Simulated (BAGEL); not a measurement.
# HF/cc-pVDZ (density fitting with qzvpp-jkfit) run of [CH4BCl2]− (SMILES Cl[BH2-]CCl)

Aim: the vertical singlet–triplet gap of [CH4BCl2]− at HF/cc-pVDZ (density fitting with qzvpp-jkfit), from 2 runs. 

The results are computed with BAGEL 1.2.2.

4 further runs of the same task are left out: 2 that didn't finish, 2 set aside as unsound or not needed. Runs told in other sessions of the task aren't counted.

### 1 The structure to begin with

The species is [CH4BCl2]− (8 atoms), meant as a singlet with charge -1. SMILES: `Cl[BH2-]CCl`. The coordinates come from a GFN2-xTB relaxation. This is one conformer, not always the lowest.

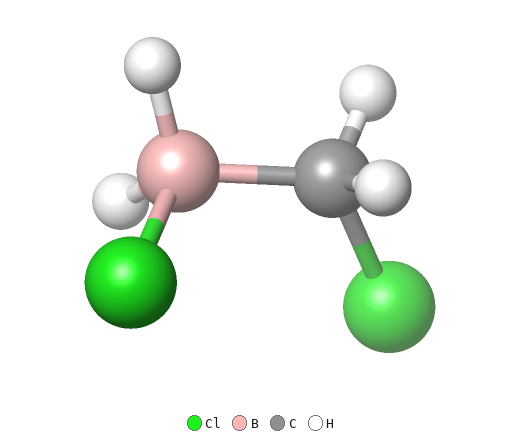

The structure, seen from a chosen angle (chlorine green, boron pink, carbon grey, hydrogen white).

### 2 The energy at HF/cc-pVDZ (density fitting with qzvpp-jkfit)

Input file calc.json:

```json
{ "bagel": [

{
  "title": "molecule",
  "basis": "cc-pvdz.json",
  "df_basis": "qzvpp-jkfit",
  "angstrom": true,
  "geometry": [
    { "atom": "Cl", "xyz": [      -1.861810,       1.172250,       0.212220 ] },
    { "atom": "B", "xyz": [      -0.017030,       0.837840,       0.103280 ] },
    { "atom": "C", "xyz": [       0.216930,      -0.779390,       0.023380 ] },
    { "atom": "Cl", "xyz": [       0.037740,      -1.503870,      -1.600540 ] },
    { "atom": "H", "xyz": [       0.400710,       1.424710,      -0.855170 ] },
    { "atom": "H", "xyz": [       0.461980,       1.226640,       1.139520 ] },
    { "atom": "H", "xyz": [      -0.475420,      -1.340620,       0.654700 ] },
    { "atom": "H", "xyz": [       1.236900,      -1.037570,       0.322610 ] }
  ]
},

{
  "title": "hf",
  "charge": -1
},

{
  "title": "print",
  "file": "orbitals.molden",
  "orbitals": true
}

]}
```

The basis set cc-pVDZ is read from a file made from the Basis Set Exchange's data (not shown).

Launch:

```console
BAGEL_NUM_THREADS=1 BAGEL calc.json > calc.out
```

What it wrote:

```text
* using 1 threads per process

  ===============================================================
  ===============================================================

  *** Geometry ***

  { "atom" : "Cl", "xyz" : [     -3.518311,      2.215231,      0.401038 ] },
  { "atom" : "B", "xyz" : [     -0.032182,      1.583288,      0.195171 ] },
  { "atom" : "C", "xyz" : [      0.409938,     -1.472834,      0.044182 ] },
  { "atom" : "Cl", "xyz" : [      0.071318,     -2.841902,     -3.024582 ] },
  { "atom" : "H", "xyz" : [      0.757232,      2.692312,     -1.616037 ] },
  { "atom" : "H", "xyz" : [      0.873016,      2.318014,      2.153381 ] },
  { "atom" : "H", "xyz" : [     -0.898414,     -2.533405,      1.237204 ] },
  { "atom" : "H", "xyz" : [      2.337402,     -1.960723,      0.609645 ] },

  Number of auxiliary basis functions:      478

  Since a DF basis is specified, we compute 2- and 3-index integrals:
    o Being stored without compression. Storage requirement is 0.027 GB

  Number of basis functions:       84
  Number of electrons      :       49

    * METHOD: MOLECULE                             0.63

  *** RHF ***

  === Nuclear Repulsion ===
   181.2843420913

      * DIIS with orbital gradients will be used.

  === RHF iteration (cc-pvdz.json) ===
      0       -983.84122938          0.01241537           0.24
      1       -983.94445514          0.00486503           0.16
      2       -983.95776086          0.00139654           0.14
      3       -983.95897401          0.00025633           0.17
      4       -983.95903740          0.00006390           0.17
      5       -983.95904080          0.00001495           0.16
      6       -983.95904116          0.00000505           0.16
      7       -983.95904121          0.00000146           0.24
      8       -983.95904121          0.00000054           0.14
      9       -983.95904121          0.00000020           0.14
     10       -983.95904121          0.00000007           0.13
     11       -983.95904121          0.00000003           0.15
     12       -983.95904121          0.00000001           0.14
    * SCF iteration converged.

    * Permanent dipole moment:
           (   -0.235443,     1.211859,     0.101044) a.u.

    * METHOD: HF                                   2.48

    * METHOD: PRINT                                0.05

  ===============================================================
```

Wall time 3.9 s (1 thread of AMD EPYC, shared host); peak memory 0.12 GiB.

### 3 The triplet at the same level

Input file input.json:

```json
{ "bagel" : [

{
  "title" : "molecule",
  "basis" : "cc-pvdz.json",
  "df_basis" : "qzvpp-jkfit",
  "angstrom" : true,
  "geometry" : [
    { "atom" : "Cl", "xyz" : [      -1.861810,       1.172250,       0.212220 ] },
    { "atom" : "B", "xyz" : [      -0.017030,       0.837840,       0.103280 ] },
    { "atom" : "C", "xyz" : [       0.216930,      -0.779390,       0.023380 ] },
    { "atom" : "Cl", "xyz" : [       0.037740,      -1.503870,      -1.600540 ] },
    { "atom" : "H", "xyz" : [       0.400710,       1.424710,      -0.855170 ] },
    { "atom" : "H", "xyz" : [       0.461980,       1.226640,       1.139520 ] },
    { "atom" : "H", "xyz" : [      -0.475420,      -1.340620,       0.654700 ] },
    { "atom" : "H", "xyz" : [       1.236900,      -1.037570,       0.322610 ] }
  ]
},

{ "title" : "uhf", "charge" : -1, "nopen" : 2 },

{ "title" : "print", "file" : "orbitals.molden", "orbitals" : true }

]}
```

The basis set cc-pVDZ is read from a file made from the Basis Set Exchange's data (not shown).

Launch:

```console
BAGEL_NUM_THREADS=1 BAGEL input.json > input.out
```

What it wrote:

```text
* using 1 threads per process

  ===============================================================
  ===============================================================

  *** Geometry ***

  { "atom" : "Cl", "xyz" : [     -3.518311,      2.215231,      0.401038 ] },
  { "atom" : "B", "xyz" : [     -0.032182,      1.583288,      0.195171 ] },
  { "atom" : "C", "xyz" : [      0.409938,     -1.472834,      0.044182 ] },
  { "atom" : "Cl", "xyz" : [      0.071318,     -2.841902,     -3.024582 ] },
  { "atom" : "H", "xyz" : [      0.757232,      2.692312,     -1.616037 ] },
  { "atom" : "H", "xyz" : [      0.873016,      2.318014,      2.153381 ] },
  { "atom" : "H", "xyz" : [     -0.898414,     -2.533405,      1.237204 ] },
  { "atom" : "H", "xyz" : [      2.337402,     -1.960723,      0.609645 ] },

  Number of auxiliary basis functions:      478

  Since a DF basis is specified, we compute 2- and 3-index integrals:
    o Being stored without compression. Storage requirement is 0.027 GB

  Number of basis functions:       84
  Number of electrons      :       49

    * METHOD: MOLECULE                             0.55

  *** Open-shell HF ***

  === Nuclear Repulsion ===
   181.2843420913

      * DIIS with orbital gradients will be used.

  === UHF iteration (cc-pvdz.json) ===
      0       -983.54837812          0.02444151           0.33
      1       -983.65675387          0.01343493           0.32
      2       -983.68036388          0.00865073           0.39
      3       -983.69224557          0.00159514           0.43
      4       -983.69597503          0.00102669           0.34
      5       -983.69794530          0.00061926           0.33
      6       -983.69882461          0.00028536           0.34
      7       -983.69896377          0.00019426           0.39
      8       -983.69905379          0.00015371           0.32
      9       -983.69911771          0.00012917           0.32
     10       -983.69916353          0.00011540           0.38
     11       -983.69923868          0.00011220           0.38
     12       -983.69931575          0.00010684           0.38
     13       -983.69937416          0.00010460           0.40
     14       -983.69946497          0.00010335           0.31
     15       -983.69948225          0.00010135           0.30
     16       -983.69951922          0.00010092           0.31
     17       -983.69952799          0.00009955           0.29
     18       -983.69954470          0.00009762           0.28
     19       -983.69958765          0.00009603           0.28
     20       -983.69958802          0.00009635           0.29
     21       -983.69964458          0.00009503           0.30
     22       -983.69969838          0.00009020           0.30
     23       -983.69980137          0.00008110           0.29
     24       -983.69990314          0.00005439           0.31
     25       -983.69987574          0.00007333           0.28
     26       -983.69991483          0.00004424           0.30
     27       -983.69992736          0.00004545           0.30
     28       -983.69993688          0.00002717           0.33
     29       -983.69993810          0.00002700           0.43
     30       -983.69994123          0.00001910           0.37
     31       -983.69994438          0.00001501           0.35
     32       -983.69994645          0.00001051           0.32
     33       -983.69994755          0.00000763           0.31
     34       -983.69994811          0.00000492           0.29
     35       -983.69994839          0.00000249           0.29
     36       -983.69994841          0.00000171           0.30
     37       -983.69994842          0.00000141           0.29
     38       -983.69994842          0.00000127           0.30
     39       -983.69994843          0.00000095           0.30
     40       -983.69994844          0.00000058           0.30
     41       -983.69994844          0.00000028           0.30
     42       -983.69994844          0.00000015           0.31
     43       -983.69994844          0.00000011           0.32
     44       -983.69994844          0.00000009           0.33
     45       -983.69994844          0.00000008           0.27
     46       -983.69994844          0.00000007           0.32
     47       -983.69994844          0.00000005           0.34
     48       -983.69994844          0.00000002           0.34
     49       -983.69994844          0.00000001           0.37
     50       -983.69994844          0.00000001           0.37
    * SCF iteration converged.

    * S^2 (UHF) is 2.0210

    * Permanent dipole moment:
           (   -0.125629,     1.153947,     0.402563) a.u.

    * METHOD: UHF                                 17.03

    * METHOD: PRINT                                0.05

  ===============================================================
```

Wall time 18 s (1 thread of AMD EPYC, shared host); peak memory 0.12 GiB.

### 4 Outcome

At HF/cc-pVDZ (density fitting with qzvpp-jkfit):

```
                                                      quantity          value
                                         singlet: total energy  -983.95904 Eh
                                          singlet: HOMO energy       -5.27 eV
                                          singlet: LUMO energy        9.60 eV
singlet: HOMO–LUMO gap (to an unbound level, set by the basis)       14.87 eV
                                         triplet: total energy  -983.69995 Eh
                                                 triplet: ⟨S²⟩          2.021
              vertical energy of the triplet above the singlet       7.050 eV
```

**Reading.** At this shape the triplet lies 7.05 eV (163 kcal/mol) above the singlet. For an anion a state so high probably lies above electron detachment.
